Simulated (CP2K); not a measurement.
# PM3 run of BSnH3F2 (SMILES F[B](F)[SnH3])

Aim: the vertical electron affinity of BSnH3F2 at PM3, from 2 runs. 

Program for the calculation: CP2K 2026.2.

2 further runs of the same task are left out: 2 set aside as unsound or not needed.

**1. The molecule**

BSnH3F2: 7 atoms, total charge 0, spin state singlet. SMILES: `F[B](F)[SnH3]`. Geometry: a GFN2-xTB relaxation, a rough one for these elements and not checked as a minimum.

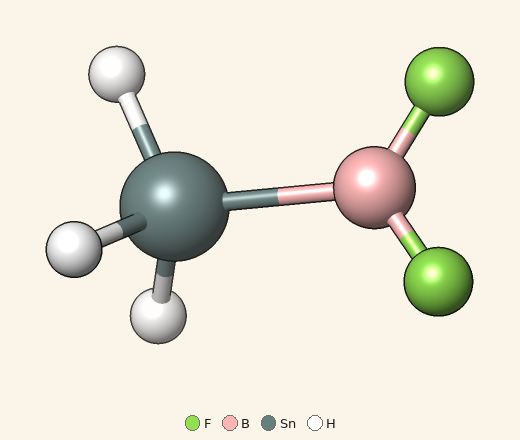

The structure, seen from a chosen angle (fluorine green, boron pink, tin teal, hydrogen white).

**2. Energy and forces at PM3**

The input, gas.inp:

```
&GLOBAL
  PROJECT gas
  RUN_TYPE ENERGY_FORCE
  PRINT_LEVEL MEDIUM
&END GLOBAL

&FORCE_EVAL
  METHOD QS
  &DFT
    CHARGE 0
    MULTIPLICITY 1
    &QS
      METHOD PM3
      EPS_DEFAULT 1.0E-10
      &SE
        &COULOMB
          CUTOFF [angstrom] 50
          RC_RANGE [angstrom] 0
        &END COULOMB
        &EXCHANGE
          CUTOFF [angstrom] 50
          RC_RANGE [angstrom] 0
        &END EXCHANGE
      &END SE
    &END QS
    ! no periodic images
    &POISSON
      PERIODIC NONE
      POISSON_SOLVER ANALYTIC
    &END POISSON
    ! SCF settings
    &SCF
      SCF_GUESS ATOMIC
      EPS_SCF 1.0E-07
      MAX_SCF 50
      &OT ON
        MINIMIZER DIIS
        PRECONDITIONER FULL_ALL
      &END OT
      &OUTER_SCF
        EPS_SCF 1.0E-07
        MAX_SCF 8
      &END OUTER_SCF
    &END SCF
    ! extra output
    &PRINT
      &MOMENTS
        PERIODIC F
        REFERENCE COM
        MAX_MOMENT 1
      &END MOMENTS
      &MO_CUBES
        NLUMO 1
        NHOMO -1
        WRITE_CUBE F
      &END MO_CUBES
      &HIRSHFELD OFF
      &END HIRSHFELD
    &END PRINT
  &END DFT
  ! atoms, cell and kinds
  &SUBSYS
    ! vacuum box
    &CELL
      ABC [angstrom] 10.9 11.8 10.8
      PERIODIC NONE
    &END CELL
    &COORD
      UNIT bohr
      F      2.8109676    -3.2834936     0.9982100
      B      0.5847757    -2.2091087     1.1362734
      F     -1.0321873    -3.4984689     2.4968573
      Sn    -0.3675517     1.4505727    -0.7526779
      H      1.9994058     2.6642493    -2.3740629
      H     -1.2516790     3.6673159     1.2544758
      H     -2.7437312     1.2089145    -2.7590757
    &END COORD
    &TOPOLOGY
      &CENTER_COORDINATES
      &END CENTER_COORDINATES
    &END TOPOLOGY
  &END SUBSYS
  ! extra output
  &PRINT
    &FORCES ON
    &END FORCES
  &END PRINT
&END FORCE_EVAL
```

Started as:

```sh
$ OMP_NUM_THREADS=1 cp2k.psmp -i gas.inp -o gas.out
```

Standard output:

```text
CP2K| version string:                                       CP2K version 2026.2
[...]
 GLOBAL| Method name                                                        CP2K
[...]
 GLOBAL| Run type                                                   ENERGY_FORCE
[...]
                             - Atoms:                                          7
[...]
                             - Spherical basis functions:                     19
[...]
 Number of electrons:                                                         24
[...]
     1 OT DIIS     0.15E+00    0.0     0.36152899       -36.3044265480 -3.63E+01
[...]
    11 OT DIIS     0.15E+00    0.0     0.00000005       -39.2594819520 -6.25E-13
  *** SCF run converged in    11 steps ***
  Core-core repulsion energy [eV]:                           1178.43782109674225
  Core Hamiltonian energy [eV]:                             -1816.81974223585553
  Two-electron integral energy [eV]:                         -859.84582453432461
  Electronic energy [eV]:                                   -2246.74265450301800
  Total energy [eV]:                                        -1068.30483340627575
  Atomic reference energy [eV]:                              1062.68367442566159
  Heat of formation [kcal/mol]:                              -129.62701581348725
[...]
 SE_DIPOLE| Moment [Debye]          0.04041539       0.03636199      -0.03854374
 SE_DIPOLE| Derivative [a.u.]       0.00000000       0.00000000       0.00000000
 *** WARNING in qs_scf_post_se.F:140 :: Printing of MO cube files not ***
 *** implemented for Semi-Empirical method.                           ***
 ENERGY| Total FORCE_EVAL ( QS ) energy [hartree]            -39.259481952031678
 FORCES| Atomic forces [hartree/bohr]
 FORCES|   Atom     x               y               z               |f|
 FORCES|      1  1.38593315E-02 -9.04323644E-03  5.72997748E-04   1.65586690E-02
 FORCES|      2 -4.66284859E-03  1.87186044E-02 -9.74070140E-03   2.16104042E-02
 FORCES|      3 -8.98401267E-03 -1.05061223E-02  9.59334242E-03   1.68262684E-02
 FORCES|      4  3.58910306E-03 -1.61966477E-02  8.39788677E-03   1.85940194E-02
 FORCES|      5  1.79190761E-02  6.93182090E-03 -1.09071650E-02   2.20932043E-02
 FORCES|      6 -5.57718108E-03  1.38859023E-02  1.54188061E-02   2.14863401E-02
 FORCES|      7 -1.61434683E-02 -3.79032120E-03 -1.33351666E-02   2.12792099E-02
 FORCES| Sum     3.33066907E-16  3.33066907E-16 -5.55111512E-17
 FORCES| Total atomic force                                       4.74287484E-16
[...]
```

It took 1.1 s on 1 thread of Arm Neoverse N1, shared host; peak memory 0.14 GiB.

**3. The doublet anion**

The input, molecule.inp:

```
&GLOBAL
  PROJECT molecule
  RUN_TYPE ENERGY_FORCE
  PRINT_LEVEL MEDIUM
&END GLOBAL

&FORCE_EVAL
  METHOD QUICKSTEP
  &DFT
    CHARGE -1
    MULTIPLICITY 2
    UKS T
    # Quickstep
    &QS
      METHOD PM3
      EPS_DEFAULT 1.0E-10
      &SE
        &COULOMB
          CUTOFF [angstrom] 50
          RC_RANGE [angstrom] 0
        &END COULOMB
        &EXCHANGE
          CUTOFF [angstrom] 50
          RC_RANGE [angstrom] 0
        &END EXCHANGE
      &END SE
    &END QS
    # isolated system
    &POISSON
      PERIODIC NONE
      POISSON_SOLVER ANALYTIC
    &END POISSON
    # SCF settings
    &SCF
      SCF_GUESS ATOMIC
      EPS_SCF 1.0E-07
      MAX_SCF 40
      &OT ON
        MINIMIZER DIIS
        PRECONDITIONER FULL_ALL
      &END OT
      &OUTER_SCF
        EPS_SCF 1.0E-07
        MAX_SCF 10
      &END OUTER_SCF
    &END SCF
    # extra output
    &PRINT
      &MOMENTS
        PERIODIC F
        REFERENCE COM
        MAX_MOMENT 1
      &END MOMENTS
      &MO_CUBES
        NLUMO 1
        NHOMO -1
        WRITE_CUBE F
      &END MO_CUBES
      &HIRSHFELD OFF
      &END HIRSHFELD
    &END PRINT
  &END DFT
  &SUBSYS
    &CELL
      ABC [angstrom] 10.9 11.8 10.8
      PERIODIC NONE
    &END CELL
    &COORD
      UNIT bohr
      F      2.8109676    -3.2834936     0.9982100
      B      0.5847757    -2.2091087     1.1362734
      F     -1.0321873    -3.4984689     2.4968573
      Sn    -0.3675517     1.4505727    -0.7526779
      H      1.9994058     2.6642493    -2.3740629
      H     -1.2516790     3.6673159     1.2544758
      H     -2.7437312     1.2089145    -2.7590757
    &END COORD
    &TOPOLOGY
      &CENTER_COORDINATES
      &END CENTER_COORDINATES
    &END TOPOLOGY
  &END SUBSYS
  &PRINT
    &FORCES ON
    &END FORCES
  &END PRINT
&END FORCE_EVAL
```

Started as:

```sh
$ OMP_NUM_THREADS=1 cp2k.psmp -i molecule.inp -o molecule.out
```

Standard output:

```text
CP2K| version string:                                       CP2K version 2026.2
[...]
 GLOBAL| Method name                                                        CP2K
[...]
 GLOBAL| Run type                                                   ENERGY_FORCE
[...]
                             - Atoms:                                          7
[...]
                             - Spherical basis functions:                     19
[...]
 Number of electrons:                                                         13
[...]
     1 OT DIIS     0.15E+00    0.0     0.16818443       -36.4559031419 -3.65E+01
[...]
    38 OT DIIS     0.15E+00    0.0     0.00000009       -39.3102720156 -3.75E-08
  *** SCF run converged in    38 steps ***
  Core-core repulsion energy [eV]:                           1178.43782109674225
  Core Hamiltonian energy [eV]:                             -1841.48645835621846
  Two-electron integral energy [eV]:                         -813.27652812672545
  Electronic energy [eV]:                                   -2248.12472241958085
  Total energy [eV]:                                        -1069.68690132283905
  Atomic reference energy [eV]:                              1062.68367442566159
  Heat of formation [kcal/mol]:                              -161.49826163548272
[...]
 SE_DIPOLE| Moment [Debye]          1.12824040      -4.29433407       2.21220974
 SE_DIPOLE| Derivative [a.u.]       0.00000000       0.00000000       0.00000000
 *** WARNING in qs_scf_post_se.F:140 :: Printing of MO cube files not ***
 *** implemented for Semi-Empirical method.                           ***
 ENERGY| Total FORCE_EVAL ( QS ) energy [hartree]            -39.310272028057746
 FORCES| Atomic forces [hartree/bohr]
 FORCES|   Atom     x               y               z               |f|
 FORCES|      1  3.87810935E-02 -1.93053064E-02 -2.04306063E-03   4.33686773E-02
 FORCES|      2 -8.30493215E-03  3.28448225E-02 -1.70523239E-02   3.79280373E-02
 FORCES|      3 -2.79719904E-02 -2.31290648E-02  2.40410204E-02   4.35356928E-02
 FORCES|      4  2.07895575E-05 -1.89230880E-03  9.49304597E-04   2.11717831E-03
 FORCES|      5  1.64207796E-02  4.92053828E-03 -9.12083558E-03   1.94176039E-02
 FORCES|      6 -4.67207729E-03  1.13274007E-02  1.46999311E-02   1.91370397E-02
 FORCES|      7 -1.42736628E-02 -4.76608140E-03 -1.14740360E-02   1.89237016E-02
 FORCES| Sum     1.11022302E-15  2.22044605E-16 -1.38777878E-16
 FORCES| Total atomic force                                       1.14068325E-15
[...]
```

Run time: 5.4 s. Hardware: 1 thread of Arm Neoverse N1, shared host; peak memory 0.14 GiB.

**4. Results**

Level: PM3.

```
                                                  quantity            value
                             singlet BSnH3F2: total energy     -39.25948 Eh
                            singlet BSnH3F2: dipole moment           0.07 D
singlet BSnH3F2: heat of formation at this unrelaxed shape  -129.6 kcal/mol
                 singlet BSnH3F2: largest force on an atom       1.136 eV/Å
                               doublet anion: total energy     -39.31027 Eh
  doublet anion: heat of formation at this unrelaxed shape  -161.5 kcal/mol
                   doublet anion: largest force on an atom       2.239 eV/Å
         vertical electron affinity (to the doublet anion)         1.382 eV
```

In words: At fixed nuclei the extra electron is bound by 1.38 eV (133 kJ/mol). The largest force (singlet BSnH3F2) is 1.14 eV/Å: the shape isn't a stationary point for this species at this level. A minimal valence basis can't be trusted even for the sign of an electron affinity.
